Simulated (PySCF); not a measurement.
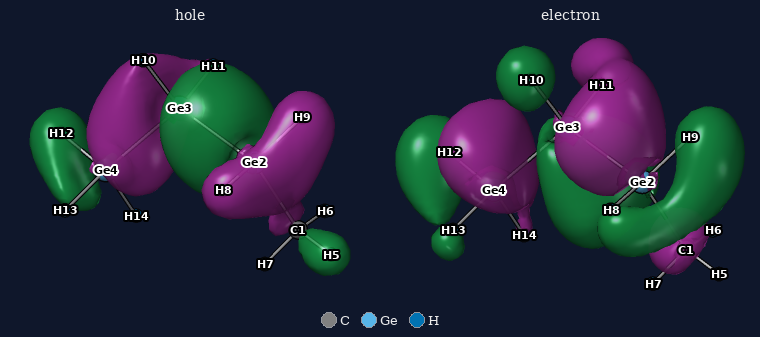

Figure. CH10Ge3, SMILES `[CH3][GeH2][GeH2][GeH3]`. Leading natural transition orbital pair of S₁ (TDA singlet states); the surfaces enclose about 70 % of each orbital's density.

Level of theory: CAM-B3LYP/cc-pVDZ (PySCF), at a geometry from GFN2-xTB. No frequency check shows the geometry to be a minimum. GFN2-xTB bond lengths at metals and heavier atoms can be off by up to 0.1 Å and shapes distorted, which carries into these values. Without diffuse functions Rydberg states are missing, so the states' numbers hold for this basis only.

Geometry (Å), atoms numbered from 1:

```
C1       2.2285   -1.7011   -0.5887
Ge2      1.8959    0.0424    0.2670
Ge3     -0.2758    0.9257   -0.2296
Ge4     -2.1403   -0.5158    0.1100
H5       3.2099   -2.0859   -0.3250
H6       2.1778   -1.6114   -1.6716
H7       1.4817   -2.4275   -0.2747
H8       2.0865   -0.1085    1.7584
H9       2.9802    1.0104   -0.1448
H10     -0.5170    2.2028    0.5433
H11     -0.3202    1.4251   -1.6582
H12     -3.4652    0.0980   -0.2309
H13     -2.2837   -0.9958    1.5250
H14     -2.0776   -1.7757   -0.7060
```

> Where does the state lie, and where do hole and electron sit?

7.30 eV (170 nm), f = 0.397 (bright); the leading pair carries 89 %; hole on Ge3 (33 %), Ge2 (26 %) and Ge4 (16 %), electron on Ge3 (26 %), Ge2 (22 %) and Ge4 (19 %); their centroids lie 0.2 Å apart. In canonical orbitals it is mainly HOMO → LUMO (70 %). The HOMO–LUMO gap is 10.08 eV.
